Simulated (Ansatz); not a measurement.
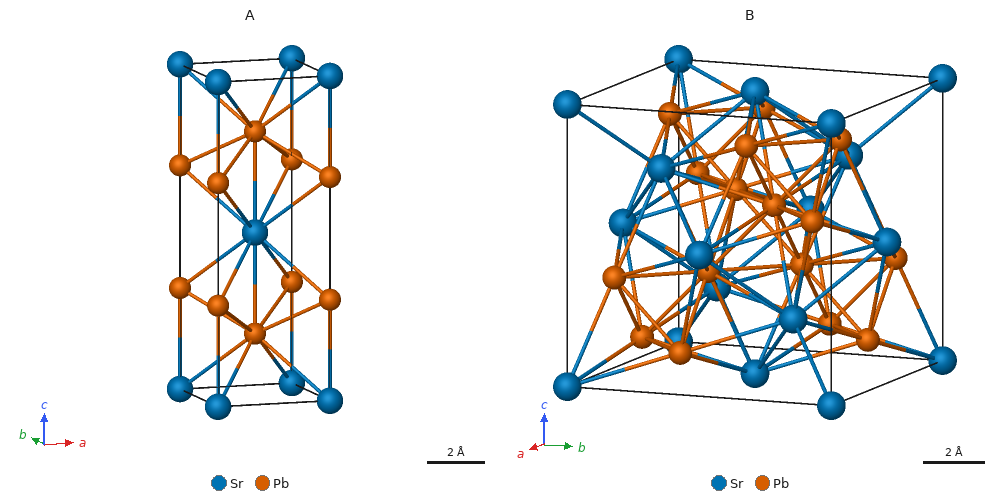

Two structures of SrPb2, each relaxed to rest (conventional cells in solid outline, small ones repeated, not to one scale). Method: DFT PBE, scalar-relativistic, plane waves, PAW in Ansatz 0.2.0, without spin polarisation.

### State the structure in each panel.

A: 6 atoms a cell on a body-centred tetragonal lattice, I4/mmm. B: cubic Laves phase (C15, MgCu₂ type), Fd-3m.

### Which structure is more stable?

B is lower, by 55 meV/atom at this level of theory (energies at zero smearing). Volumes: A 34.6, B 35.1 Å³/atom.

One or both may be structure types tried for this composition rather than known phases.
